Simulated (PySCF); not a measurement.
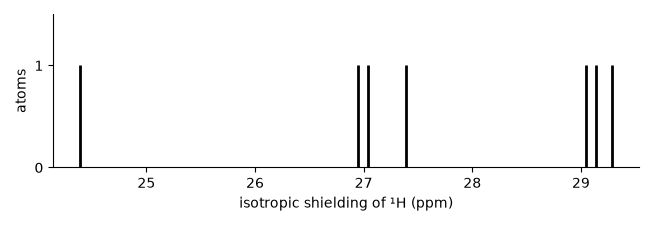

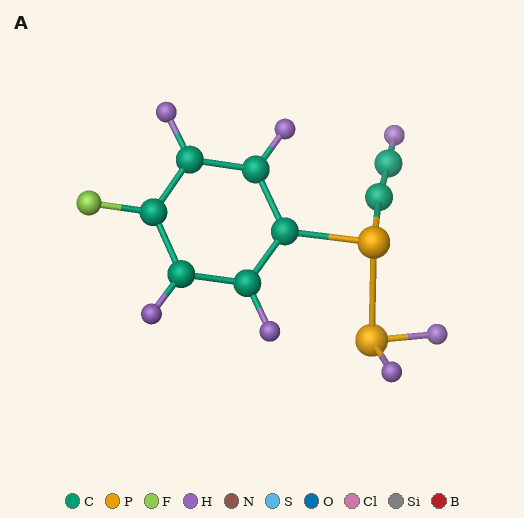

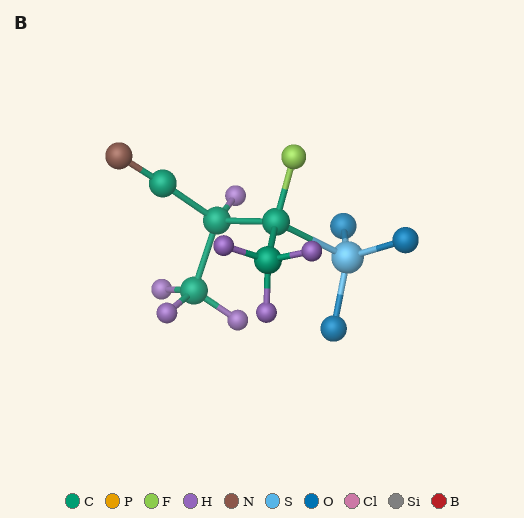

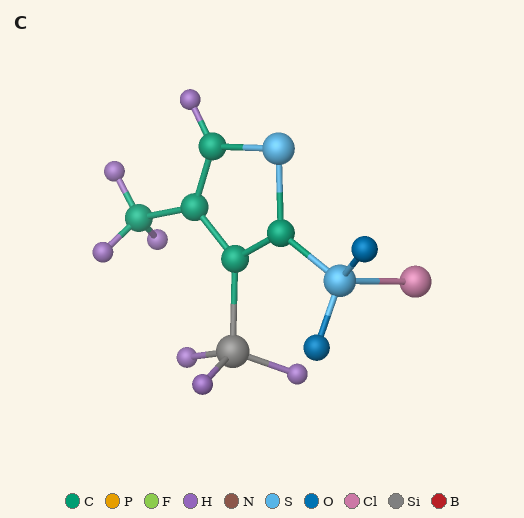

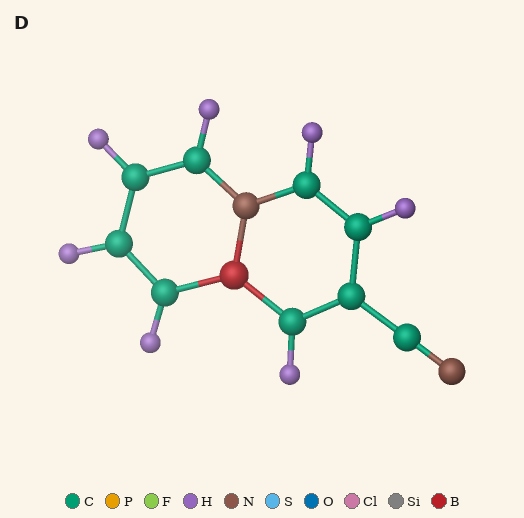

The sticks are computed shieldings of one of the molecules, for one fixed geometry (GFN2-xTB) without averaging over rotations. Low shielding means a high chemical shift. Method: GIAO PBE0/pcSseg-1 NMR shielding, non-relativistic, gas phase (PySCF 2.14.0).

### Match the spectrum to a structure.

C, `Cc1csc(S(=O)(=O)Cl)c1[SiH3]`. Its 7 H atoms give lines at 24.39, 26.94, 27.04, 27.39, 29.04, 29.14, 29.29 ppm.

The geometry is semi-empirical. Around B, P, Si such bond lengths and angles can be off by a tenth of an ångström or more and by several degrees, and values that hang on the shape move with them.
